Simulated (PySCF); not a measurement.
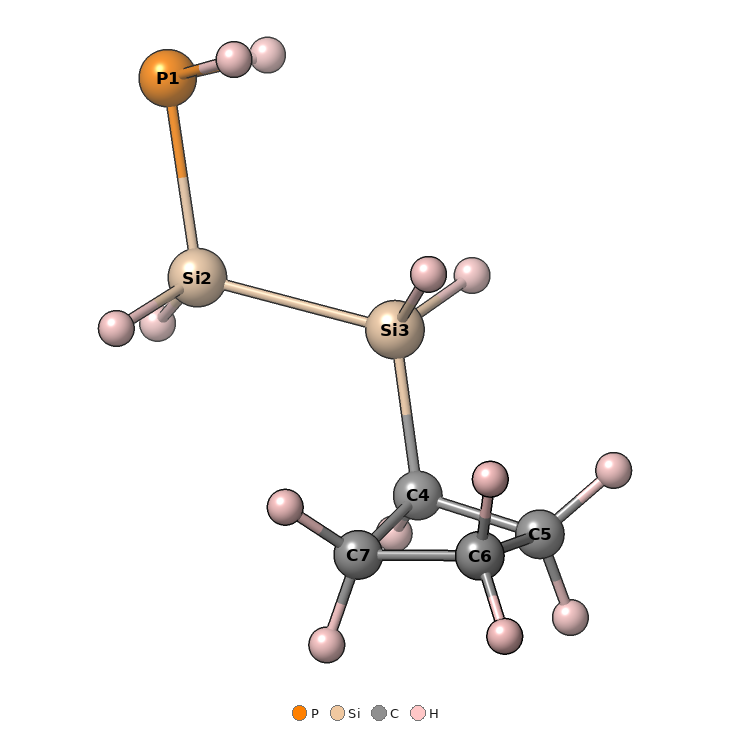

Distant atoms are faded towards the background colour. The computed structure is the end point of a PBE0-D3(BJ)/def2-SVP optimisation. No frequency run is at hand to confirm it as a minimum.

**What is the conformation of the ring C4–C5–C6–C7?**

It is puckered (butterfly). The Cremer–Pople amplitude Q is 0.22 Å.

**Give the torsion angles round the ring, beginning with the bond from its second to its third atom.**

17°, −17°, 16°, −16°.
